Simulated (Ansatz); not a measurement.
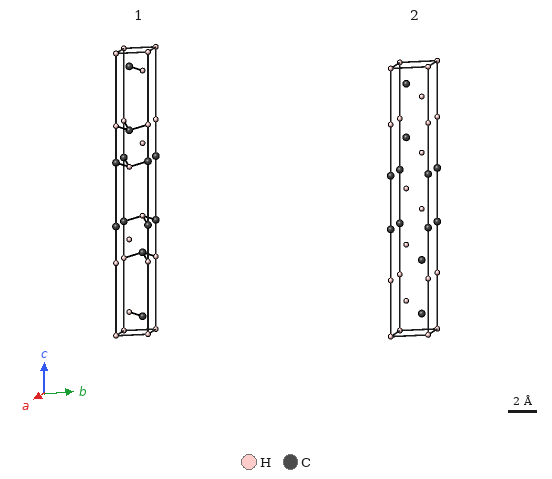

Two geometries of solid H3C2 (built on the tetradymite_166 type) (coarse preliminary run), drawn at one scale. One is the start of a relaxation, the other its converged end. A ball-and-stick model of the conventional cell (3 times the calculation's cell), seen slightly off an axis. Lengths and directions refer to the drawn axes.

All numbers below come from Ansatz 0.2.0, DFT PBE, scalar-relativistic, plane waves, PAW. Settings: plane-wave cutoff 420 eV; k-point mesh 6 × 6 × 6; occupations gaussian; smearing width 0.1 eV; no spin polarisation; cell and atoms relaxed; force threshold 0.04 eV/Å; at most 70 steps.

**Which of the two is the end point?**

Structure 1 is the relaxed one. Case: tetradymite type (R-3m, No. 166). The largest moves relative to the cell, 0.99 Å, are those of H atoms. By element the largest moves are H 0.99 Å, C 0.27 Å. The drawn cell changes as follows: a = b 2.853 → 2.436 Å (−14.6 %), c 19.838 → 20.881 Å (+5.3 %); the volume changes by −23.2 %. Some distances before and after: C–H 2.000 → 1.484 Å. The space group stays R-3m (No. 166). After 11 accepted moves (12 points after the start) the energy has fallen by 3.528 eV per cell of the calculation. The largest force component goes from 1.6 to 0.0066 eV/Å. The pressure goes from −25.91 to −0.21 GPa. At 1 point the geometry stayed and the basis and grid were re-selected for the new cell (energy shift of 6.4 meV per cell of the calculation at most each time).
